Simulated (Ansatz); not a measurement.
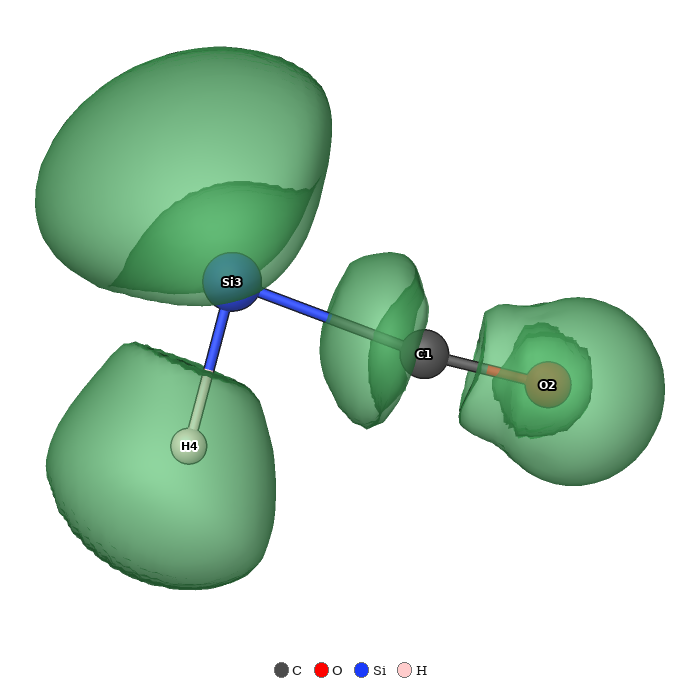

*CHOSi (SMILES O=C=[SiH]) (doublet). Isosurface of the electron localisation function at 0.75 (green), seen across its widest extent. Only the valence region is drawn (cores and ρ < 0.01 e/Å³ removed).*

Geometry: PBE0-D3(BJ)/def2-SVP.

Theory: isolated molecule in a Gaussian basis; Kohn-Sham density functional theory, functional PBE0 (Ansatz).

```xyz
4

C    -0.5888    1.0969    3.2810
O    -0.7013    2.2063    3.0093
Si   -0.2931   -0.6226    3.8921
H    -1.0989   -1.0292    2.6575
```

Question: What do the ELF domains correspond to?

Answer: The ELF exceeds this value in one region between bonded C–Si atoms (shared pairs), one region around a hydrogen nucleus, one region on O in which the atom's valence shell and bonds are merged and one lobe on Si, pointing away from the bonds (non-bonding electrons). Along the contacts the grid gives the following. C–O (1.15 Å): the ELF peaks at about 0.85 between the atoms: a multiple bond. C–Si (1.85 Å): the ELF peaks at about 0.95 between the atoms: a shared electron pair.
